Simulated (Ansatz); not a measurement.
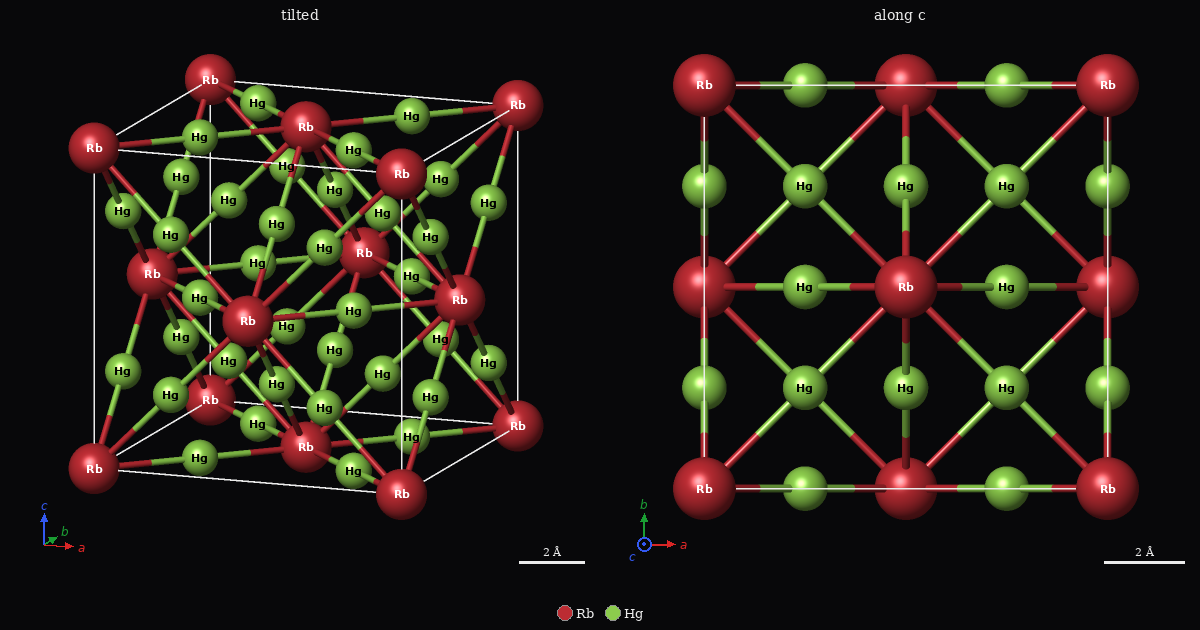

A ball-and-stick rendering, viewed slightly off an axis and along the c axis. The conventional unit cell is drawn as a box.

RbHg$_{6}$, space group Fm-3m (No. 225), a = 10.176 Å, b = 10.176 Å, c = 10.176 Å, α = 90.00°, β = 90.00°, γ = 90.00°. The cell started as a structure type filled with these elements by a generator (whether the compound takes this form wasn't checked). Earlier steps of the study may have refined or changed the cell and positions. It went into a calculation with Ansatz.

This one geometry was computed with Ansatz (DFT, plane waves, PAW) at three levels of theory: PBE, r2SCAN and PBEsol.

Which level gives the highest pressure at this volume, and what does that say about its equilibrium volume?

Answer. Highest: PBE (0.0 GPa), which points to the largest equilibrium volume. Lowest, with the smallest volume: PBEsol (-1.8 GPa). Levels within 0.5 GPa of each other can't be told apart.

How does the band gap change with the level of theory?

Answer. All levels give a metal.

Collect the results in a table.

Answer.
| level | cutoff (eV) | k-mesh of the run's cell | gap (eV) | pressure (GPa) |
| --- | --- | --- | --- | --- |
| PBE | 420 | 6×6×6 | metal | 0.0 |
| r2SCAN | 500 | 6×6×6 | metal | -1.0 |
| PBEsol | 420 | 6×6×6 | metal | -1.8 |

Gaps are taken on the k-mesh or band path of each run.
